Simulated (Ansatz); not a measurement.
```
CELL_PARAMETERS angstrom
5.91213 0.00000 0.00000
0.00000 5.91213 0.00000
0.00000 0.00000 3.64218
ATOMIC_POSITIONS crystal
Y 0.50000 0.50000 0.50000
Mg 0.00000 0.00000 0.00000
I 0.50000 0.00000 0.00000
I 0.00000 0.50000 0.00000
```

Space group P4/mmm; a structure generated by program, which may or may not match a known phase; computed without spin polarisation.

All numbers below come from DFT PBE, scalar-relativistic, plane waves, PAW in Ansatz.

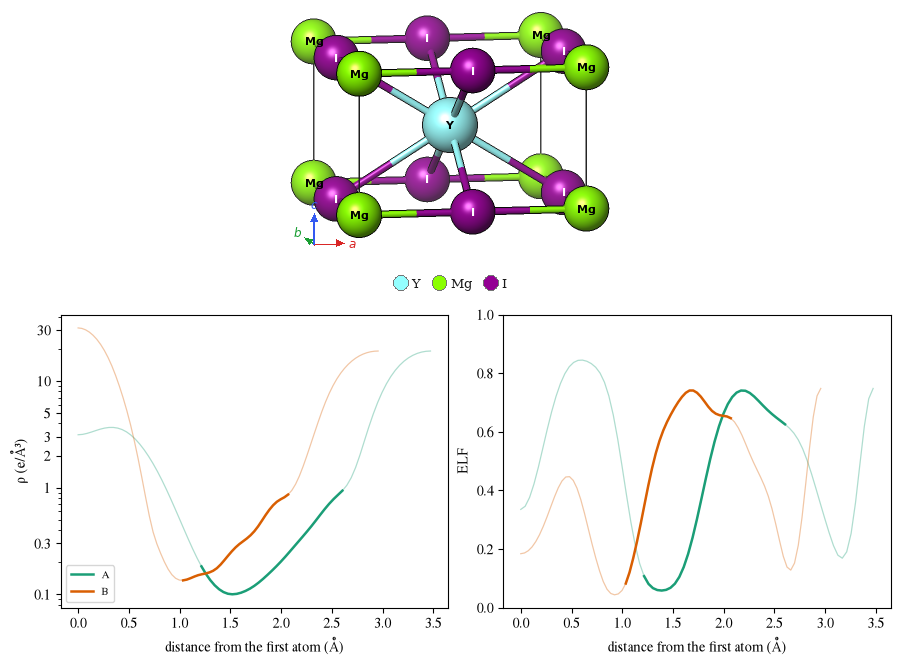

YMgI$_{2}$. Valence electron density and electron localisation function along straight lines between neighbouring atoms. Thin, pale parts lie inside the atomic spheres. The structure is drawn too.

In a PAW calculation such maps are meaningful between the atoms, not at the nuclei.

### Which curve belongs to which contact (Mg–I and Y–I)? The first atom named is at distance zero.

Curve A: Y–I (3.47 Å): ρ at the midpoint is about 0.12 e/Å³, with its minimum of 0.1 e/Å³ about 1.5 Å from Y; the ELF peaks at about 0.75 in the valence shell of I, 1.3 Å from its nucleus, and drops to about 0.05 between the two atoms (no localised pair shows between them). Curve B: Mg–I (2.96 Å): ρ is about 0.23 e/Å³ halfway; the ELF peaks at about 0.75 in the valence shell of I, 1.3 Å from its nucleus, and is about 0.65 at the midpoint.
